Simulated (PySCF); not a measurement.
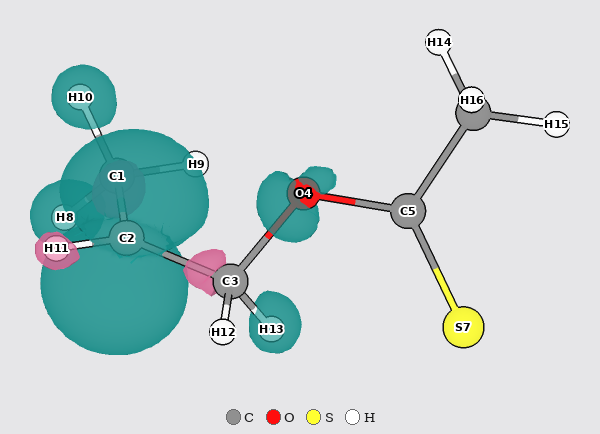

C5H9OS (SMILES C[CH]COC(C)=S) (doublet). Isosurfaces of the spin density at +0.03 (teal) and −0.03 e/Å³ (pink), seen at a tilt.

Geometry: GFN2-xTB.

The calculation used UKS B3LYP, pcH-1 on C H O S, non-relativistic, mean-field spin-orbit, GIAO in PySCF 2.14.0, density-fitted response routines.

```tsv
atom	x (Å)	y (Å)	z (Å)
C	-2.4401	0.4177	-0.1658
C	-1.7530	-0.5989	0.6560
C	-0.4260	-1.1045	0.2940
O	0.5533	-0.0357	0.3999
C	1.6653	-0.1214	-0.2963
C	2.5667	1.0574	-0.1089
S	2.0538	-1.3771	-1.2669
H	-3.3694	0.0178	-0.5859
H	-1.8066	0.7514	-0.9839
H	-2.7260	1.2836	0.4369
H	-2.2209	-0.9419	1.5613
H	-0.0978	-1.9198	0.9458
H	-0.3764	-1.4553	-0.7516
H	1.9841	1.9767	-0.1031
H	3.3135	1.0853	-0.8965
H	3.0719	0.9737	0.8536
```

Where is the unpaired spin?

Answer. The unpaired spin (1 electron) lies mostly on C2 (about 0.7), in electrons by Hirshfeld's partition.
